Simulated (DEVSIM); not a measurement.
System: abrupt Si n-p junction, at 350 K.

```
layer (left to right)  material  thickness (μm)  Nd (cm⁻³)  Na (cm⁻³)   τn (s)   τp (s)
---------------------  --------  --------------  ---------  ---------  -------  -------
1                            Si           0.160     4.2e15          -  0.00012  0.00012
2                            Si            3.60          -     1.1e17  0.00012  0.00012
```

Left contact: ohmic. Right contact: ohmic. Voltage is applied to the left contact. Recombination: SRH at mid-gap, radiative. Mobility is constant in doping.

This is a model device: material constants are rounded textbook-type values typed into the input, and sizes, dopings and lifetimes were drawn at random. Values at 300 K; Nc and Nv go as T^1.5, mobilities as T to minus their exponent, the gap by Varshni's rule with the affinity fixed.

```tsv
parameter	Si
gap (eV)	1.124
affinity (eV)	4.05
permittivity	11.7
Nc (cm⁻³)	2.86e19
Nv (cm⁻³)	3.1e19
μn (cm²/Vs)	1417
μp (cm²/Vs)	470
T exponent of μn	2.3
T exponent of μp	2.2
B (cm³/s)	4.7e-15
Varshni α (eV/K)	0.000473
Varshni β (K)	636
```

Simulated with DEVSIM: 1D drift-diffusion, Boltzmann statistics, complete ionisation; no tunnelling, impact ionisation, image-force lowering or self-heating.

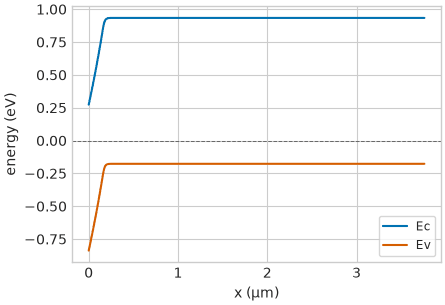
Figure. Band edges at zero bias

Energies count from the Fermi level of the right contact; mesh points crowd at the junctions.

| x (μm) | Ec (eV) | Ev (eV) | n (cm⁻³) | p (cm⁻³) | field (V/cm) |
|---|---|---|---|---|---|
| 0.000 | 0.273 | -0.838 | 4.2e15 | 3.4e7 | 32000 |
| 0.01549 | 0.322 | -0.788 | 8.2e14 | 1.7e8 | 32000 |
| 0.03784 | 0.396 | -0.715 | 7.2e13 | 2.0e9 | 33000 |
| 0.07012 | 0.507 | -0.604 | 1.8e12 | 7.9e10 | 36000 |
| 0.1175 | 0.683 | -0.428 | 5.3e9 | 2.7e13 | 39000 |
| 0.1413 | 0.777 | -0.334 | 2.4e8 | 6.0e14 | 40000 |
| 0.1578 | 0.844 | -0.267 | 2.5e7 | 5.7e15 | 42000 |
| 0.1802 | 0.910 | -0.201 | 2900000 | 5.0e16 | 16000 |
| 0.2108 | 0.931 | -0.180 | 1400000 | 1.0e17 | 2000 |
| 0.2625 | 0.934 | -0.177 | 1300000 | 1.1e17 | 43 |
| 0.3498 | 0.934 | -0.177 | 1300000 | 1.1e17 | ≈ 0 |
| 0.5776 | 0.934 | -0.177 | 1300000 | 1.1e17 | ≈ 0 |
| 0.8816 | 0.934 | -0.177 | 1300000 | 1.1e17 | ≈ 0 |
| 1.395 | 0.934 | -0.177 | 1300000 | 1.1e17 | ≈ 0 |
| 2.408 | 0.934 | -0.177 | 1300000 | 1.1e17 | ≈ 0 |
| 2.969 | 0.934 | -0.177 | 1300000 | 1.1e17 | ≈ 0 |
| 3.320 | 0.934 | -0.177 | 1300000 | 1.1e17 | ≈ 0 |
| 3.509 | 0.934 | -0.177 | 1300000 | 1.1e17 | ≈ 0 |
| 3.646 | 0.934 | -0.177 | 1300000 | 1.1e17 | ≈ 0 |
| 3.702 | 0.934 | -0.177 | 1300000 | 1.1e17 | ≈ 0 |
| 3.736 | 0.934 | -0.177 | 1300000 | 1.1e17 | ≈ 0 |
| 3.760 | 0.934 | -0.177 | 1300000 | 1.1e17 | ≈ 0 |
